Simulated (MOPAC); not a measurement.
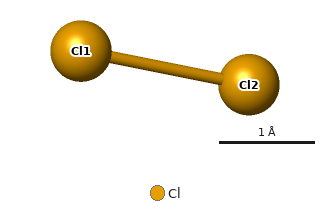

*The starting structure (ball-and-stick view, seen at a tilt; atoms are numbered from 1 in the order of the input).*

Bond lengths as drawn: Cl–Cl 1.94 Å.

# Geometry relaxation of Cl2 (charge +1)

Cl2, charge +1, multiplicity 2, computed with MNDOD, unrestricted (MOPAC 23.2.5).

The starting geometry was optimised with MNDOD.

## Input (cl2.mop)
```
MNDOD GNORM=0.05 CYCLES=300 CHARGE=1 DISP UHF AUX(PRECISION=9) THREADS=1
job Cl2

Cl 0.833512 1 -0.297377 1 0.404905 1
Cl -0.833664 1 0.288054 1 -0.385649 1
```

Hardware: 1 thread of AMD EPYC (Zen 5), 128 GiB of memory available, shared host.

Launched with:
```bash
mopac cl2.mop
```

## What the program printed
```
MOPAC v23.2.5
MNDOD CALCULATION RESULTS

 *  MNDOD      - The MNDOD Hamiltonian to be used
 *  UHF        - UNRESTRICTED HARTREE-FOCK CALCULATION
 *
 *
 *
 *                 CHARGE ON SYSTEM = +1
 *
 *
 *
 *  THREADS=1  - MULTI-THREADING NOT USED
 *  CYCLES=    - DO A MAXIMUM OF 300 STEPS
 *  GNORM      - EXIT WHEN GRADIENT NORM DROPS BELOW 0.050
 *  AUX        - OUTPUT AUXILIARY INFORMATION
 *  DISP       - PRINT DISPERSION AND HYDROGEN BOND ENERGIES
MNDOD GNORM=0.05 CYCLES=300 CHARGE=1 DISP UHF AUX(PRECISION=9) THREADS=1
 job Cl2

   ATOM   CHEMICAL          X               Y               Z
  NUMBER   SYMBOL      (ANGSTROMS)     (ANGSTROMS)     (ANGSTROMS)

     1      Cl          0.83351200  *  -0.29737700  *   0.40490500  *
     2      Cl         -0.83366400  *   0.28805400  *  -0.38564900  *

          CARTESIAN COORDINATES

    NO.       ATOM           X           Y           Z

     1        Cl          0.8335     -0.2974      0.4049
     2        Cl         -0.8337      0.2881     -0.3856

           Empirical Formula: Cl2  =     2 atoms

      MOLECULAR POINT GROUP   :   D*h

          UHF CALCULATION, NO. OF ALPHA ELECTRONS =    7
                           NO. OF BETA  ELECTRONS =    6

          Geometry optimization using EF

          DIAGONAL MATRIX USED AS START HESSIAN
```

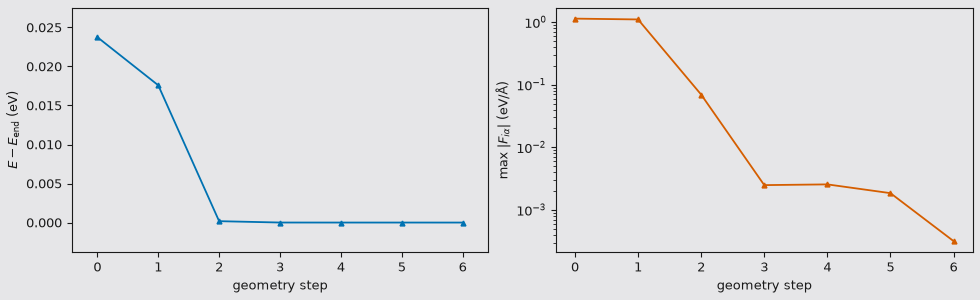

*Progress of the relaxation, step by step (steps are counted from 0).*

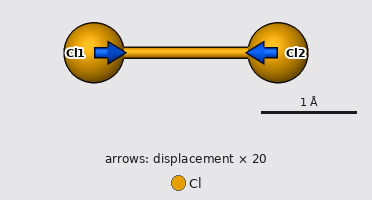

*The starting structure with the displacements as blue arrows, magnified 20 times (ball-and-stick view, seen on its broad side). The two geometries are laid on each other by the best rigid fit.*

Over 6 geometry steps the energy falls by 0.024 eV. The largest force component goes from 1.1 to 0.00032 eV/Å. The largest moves after the best rigid fit, 0.017 Å, are those of Cl1 and Cl2. Distances before and after: Cl1–Cl2 1.936 → 1.901 Å. (Atoms are counted from 1 in the order of the input.)

```
 CYCLE:     1 TIME:   0.008 TIME LEFT:  2.00D  GRAD.:    43.097 HEAT:  247.3505
 CYCLE:     2 TIME:   0.000 TIME LEFT:  2.00D  GRAD.:    41.303 HEAT:  247.2083
 CYCLE:     3 TIME:   0.008 TIME LEFT:  2.00D  GRAD.:     3.229 HEAT:  246.8067
 CYCLE:     4 TIME:   0.000 TIME LEFT:  2.00D  GRAD.:     0.106 HEAT:  246.8028
 CYCLE:     5 TIME:   0.000 TIME LEFT:  2.00D  GRAD.:     0.118 HEAT:  246.8027
 CYCLE:     6 TIME:   0.000 TIME LEFT:  2.00D  GRAD.:     0.064 HEAT:  246.8027
 CYCLE:     7 TIME:   0.000 TIME LEFT:  2.00D  GRAD.:     0.015 HEAT:  246.8027

     GRADIENT =  0.01468 IS LESS THAN CUTOFF =  0.05000

 -------------------------------------------------------------------------------
 MNDOD GNORM=0.05 CYCLES=300 CHARGE=1 DISP UHF AUX(PRECISION=9) THREADS=1
 job Cl2

     GEOMETRY OPTIMISED USING EIGENVECTOR FOLLOWING (EF).
     SCF FIELD WAS ACHIEVED

                              MNDOD CALCULATION

          FINAL HEAT OF FORMATION =        246.80266 KCAL/MOL =    1032.62233 KJ/MOL

          TOTAL ENERGY            =     -11955.03118 KCAL/MOL = ELECTRONIC ENERGY + CORE-CORE REPULSION
          ENERGY OF ATOMS         =      12201.83384 KCAL/MOL
                              SUM =        246.80266 KCAL/MOL
          DISPERSION ENERGY       =          0.00000 KCAL/MOL
                              SUM =        246.80266 KCAL/MOL = FINAL HEAT OF FORMATION

          TOTAL ENERGY            =       -518.40905 EV
          ELECTRONIC ENERGY       =       -850.60800 EV
          CORE-CORE REPULSION     =        332.19894 EV
          COSMO AREA              =         77.05 SQUARE ANGSTROMS
          COSMO VOLUME            =         59.88 CUBIC ANGSTROMS

          GRADIENT NORM           =          0.01468          =       0.01038 PER ATOM
          IONIZATION POTENTIAL    =         17.479110 EV
          ALPHA SOMO LUMO (EV)    =        -17.725 -7.748
          BETA  SOMO LUMO (EV)    =        -17.479-10.730
          NO. OF ALPHA ELECTRONS  =          7
          NO. OF BETA  ELECTRONS  =          6
          MOLECULAR WEIGHT        =         70.9060         POINT GROUP:  D*h

          MOLECULAR DIMENSIONS (Angstroms)

            Atom       Atom       Distance
           Cl     2   Cl     1     1.90088
           Cl     2   Cl     1     0.00000
           Cl     1   Cl     2     0.00000

          SCF CALCULATIONS        =          9

          WALL-CLOCK TIME         =      0.023 SECONDS
          COMPUTATION TIME        =      0.017 SECONDS

   ATOM   CHEMICAL          X               Y               Z
  NUMBER   SYMBOL      (ANGSTROMS)     (ANGSTROMS)     (ANGSTROMS)

     1      Cl          0.82353645  *  -0.29115273  *   0.38767263  *
     2      Cl         -0.82368845  *   0.28182973  *  -0.36841663  *

                             CARTESIAN COORDINATES

   1   Cl        0.823536449    -0.291152725     0.387672627
   2   Cl       -0.823688449     0.281829725    -0.368416627

           Empirical Formula: Cl2  =     2 atoms

      MOLECULAR POINT GROUP   :   D*h

          ALPHA EIGENVALUES
 -30.16176 -24.64565 -21.37369 -21.22575 -20.64766 -18.34097 -17.72494  -7.74837
  11.67020  11.97770  12.10545  12.11588  12.56889  12.80854  13.33462  13.36859
  13.45399  13.73840

           BETA EIGENVALUES
 -29.42546 -22.95201 -20.58425 -20.42317 -19.88396 -17.47911 -10.73026  -7.39895
  12.17750  12.56075  12.64323  12.80769  12.89228  13.13522  13.81698  14.18350
  14.18501  14.21558

              NET ATOMIC CHARGES AND DIPOLE CONTRIBUTIONS

  ATOM NO.   TYPE          CHARGE      No. of ELECS.   s-Pop       p-Pop       d-Pop
    1         Cl           0.500000        6.5000     1.95934     4.46734     0.07333
    2         Cl           0.500000        6.5000     1.95934     4.46734     0.07333
 DIPOLE           X         Y         Z       TOTAL
 POINT-CHG.    -0.000     0.000    -0.000     0.000
 HYBRID         0.000    -0.000     0.000     0.000
 SUM           -0.000     0.000    -0.000     0.000

          ATOMIC ORBITAL ELECTRON POPULATIONS

     Atom    s        px        py        pz      x^2-y^2     xz        z^2       yz        xy
    1 Cl   1.95934   1.20965   1.84484   1.41285   0.01731   0.01754   0.01212   0.00637   0.01998
    2 Cl   1.95934   1.20965   1.84484   1.41285   0.01731   0.01754   0.01212   0.00637   0.01998

                    (SZ)    =    0.500000
                    (S**2)  =    0.753752

          ATOMIC ORBITAL SPIN POPULATIONS

    Atom   Total    s     px     py     pz   x^2-y^2  xz     z^2    yz     xy
         Atomic
    1 Cl  0.5000  0.006  0.045  0.039  0.407 -0.000  0.001  0.001  0.000  0.000
    2 Cl  0.5000  0.006  0.045  0.039  0.407 -0.000  0.001  0.001  0.000  0.000

 *                    *
 * JOB ENDED NORMALLY *
 *                    *

 TOTAL JOB TIME:             0.02 SECONDS

 == MOPAC DONE ==
```

## Trajectory as extended XYZ (Å, eV, eV/Å), 7 frames, from step=0 to step=6
```
2
Properties=species:S:1:pos:R:3:forces:R:3 step=0 energy=10.72613
Cl    0.8335   -0.2974    0.4049   -1.1379   0.4001  -0.5399
Cl   -0.8337    0.2881   -0.3856    1.1379  -0.4001   0.5399
2
Properties=species:S:1:pos:R:3:forces:R:3 step=1 energy=10.71997
Cl    0.8130   -0.2856    0.3791    1.1040  -0.3806   0.4903
Cl   -0.8132    0.2763   -0.3598   -1.1040   0.3806  -0.4903
2
Properties=species:S:1:pos:R:3:forces:R:3 step=2 energy=10.70255
Cl    0.8235   -0.2914    0.3906   -0.0695   0.0294  -0.0641
Cl   -0.8236    0.2821   -0.3713    0.0695  -0.0294   0.0641
2
Properties=species:S:1:pos:R:3:forces:R:3 step=3 energy=10.70238
Cl    0.8235   -0.2913    0.3877   -0.0009   0.0025  -0.0019
Cl   -0.8236    0.2820   -0.3684    0.0009  -0.0025   0.0019
2
Properties=species:S:1:pos:R:3:forces:R:3 step=4 energy=10.70238
Cl    0.8235   -0.2912    0.3876    0.0026  -0.0004   0.0025
Cl   -0.8236    0.2819   -0.3684   -0.0026   0.0004  -0.0025
2
Properties=species:S:1:pos:R:3:forces:R:3 step=5 energy=10.70238
Cl    0.8235   -0.2912    0.3877    0.0019  -0.0004   0.0006
Cl   -0.8237    0.2818   -0.3684   -0.0019   0.0004  -0.0006
2
Properties=species:S:1:pos:R:3:forces:R:3 step=6 energy=10.70238
Cl    0.8235   -0.2912    0.3877   -0.0001   0.0003  -0.0003
Cl   -0.8237    0.2818   -0.3684    0.0001  -0.0003   0.0003
```

## Summary

```json
{"quantity": "outcome", "value": "converged"}
{"quantity": "total energy", "value": "−19.051181 hartree"}
{"quantity": "dispersion energy", "value": "0.000000 hartree"}
{"quantity": "heat of formation", "value": "246.80 kcal/mol"}
{"quantity": "basis functions", "value": "18"}
{"quantity": "largest force", "value": "0.000 eV/Å"}
{"quantity": "⟨S²⟩", "value": "0.754"}
{"quantity": "peak memory", "value": "0.071 GiB"}
```

MOPAC's energies along a path are heats of formation.
